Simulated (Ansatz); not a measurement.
System: RbNa$_{2}$.

Input

```
crystal:
  lattice:
    - [0.0, 4.6210151118, 4.6210151118]
    - [4.6210151118, 0.0, 4.6210151118]
    - [4.6210151118, 4.6210151118, 0.0]
  atoms:
    - { symbol: Rb, position: [0.0, 0.0, 0.0] }
    - { symbol: Na, position: [0.25, 0.25, 0.25] }
    - { symbol: Na, position: [0.75, 0.75, 0.75] }
basis:
  ecutwfc: 420
kpoints:
  mp_grid: { grid: [10, 10, 10] }
hamiltonian:
  xc: pbe
scf:
  occupations: { method: gaussian, width: 0.1 }
output:
  forces: true
  stress: true
  eigenvalues: true
  write_density: true
  write_potential: true
  elf: true
  volumetric_format: npy
relax:
  adjacent_minimum: "off"
  f_tol: 0.01
  max_steps: 80
  cell: { stress_tol: 0.05 }
```

Run with:

```sh
ansatz run input.yaml --threads 1 --pin off --max-ram 2560MiB --backend cpu --events-out ev --progress --plain --runs-dir out
```

Below, planes, directions and counts refer to the conventional cell (a = 9.24 Å, b = 9.24 Å, c = 9.24 Å, α = 90.00°, β = 90.00°, γ = 90.00°).

Space group Fm-3m; a structure generated by program, which may or may not match a known phase; computed without spin polarisation.

These are results of DFT PBE, scalar-relativistic, plane waves, PAW in Ansatz 0.2.0, not measurements.

### What can the converged valence pseudo-density and electron localisation function tell about the bonding?

Rb–Na (4.00 Å): ρ at the midpoint is about 0.02 e/Å³; the ELF is about 0.10 at the midpoint (no localised pair shows between them).

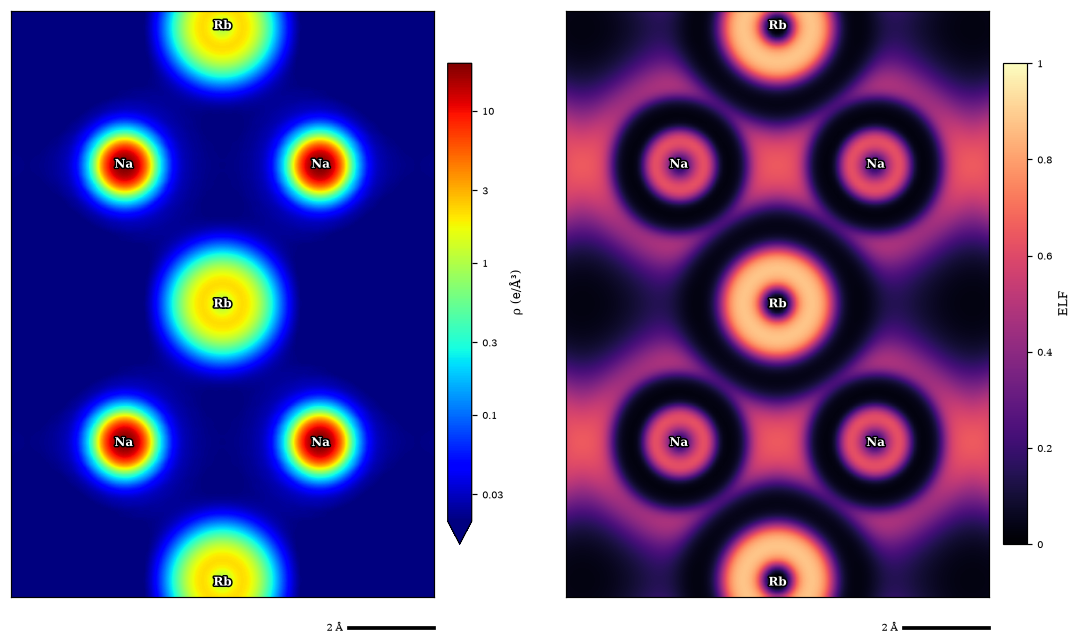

Computed valence pseudo-density and electron localisation function on the (110) plane of the conventional cell, in this order. 

The density is the valence pseudo-density of a PAW calculation; it isn't the true density close to the nuclei.
